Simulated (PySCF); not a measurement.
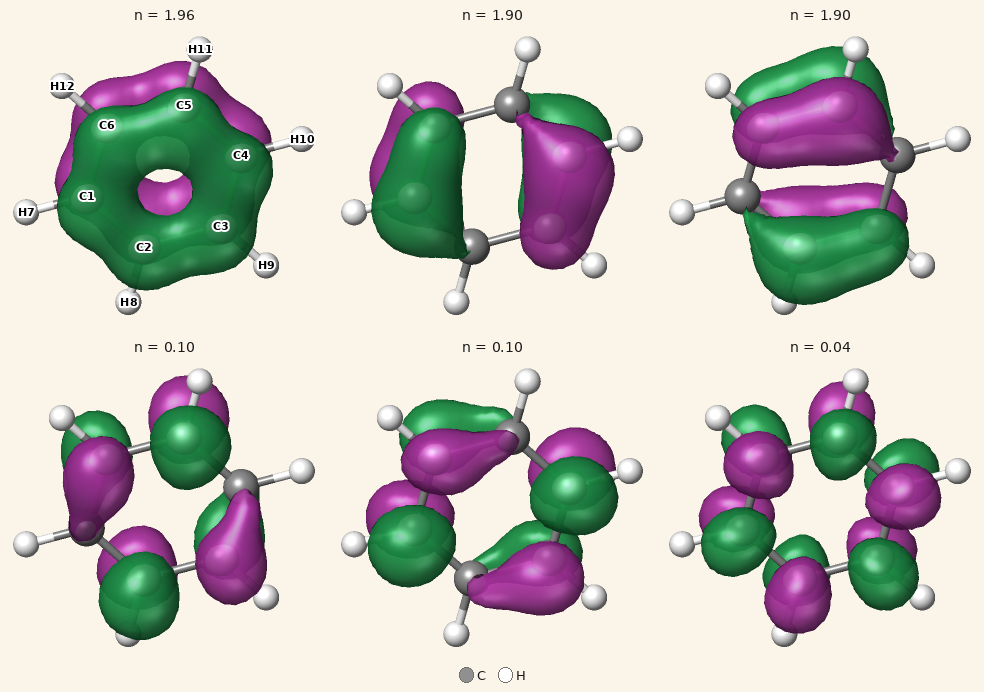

Figure. C₆H₆, SMILES `c1ccccc1`. Natural orbitals of the π active space, CASSCF(6,6), singlet state, in order of falling occupation.

Computed with PySCF, 6-31G* basis, geometry: GFN2-xTB. No frequency check shows the geometry to be a minimum.

Cartesian coordinates (Å):

```
C1       1.3374    0.3584    0.0000
C2       0.3583    1.3374    0.0000
C3      -0.9791    0.9790    0.0000
C4      -1.3374   -0.3584    0.0000
C5      -0.3583   -1.3374    0.0000
C6       0.9791   -0.9790    0.0000
H7       2.3811    0.6381    0.0000
H8       0.6379    2.3811    0.0000
H9      -1.7431    1.7430    0.0000
H10     -2.3811   -0.6381    0.0000
H11     -0.6380   -2.3811    0.0000
H12      1.7432   -1.7430    0.0000
```

Question: How multiconfigurational is the state?

Answer: The leading determinant weighs 0.89; the effective number of unpaired electrons, Σ n²(2−n)², is 0.15; the most occupied of the weakly occupied orbitals holds 0.10 e, as in an ordinary closed-shell π system. The active space lowers the energy by 1.97 eV against Hartree–Fock.

Question: Where does the lowest triplet lie relative to the singlet, at this geometry and within this active space?

Answer: 4.49 eV above it by strongly contracted NEVPT2 (+3.99 eV by CASSCF); a small basis tends to put such gaps a few tenths of an eV too high. This is a vertical energy for π states alone; a state that uses lone pairs or σ orbitals may lie lower.
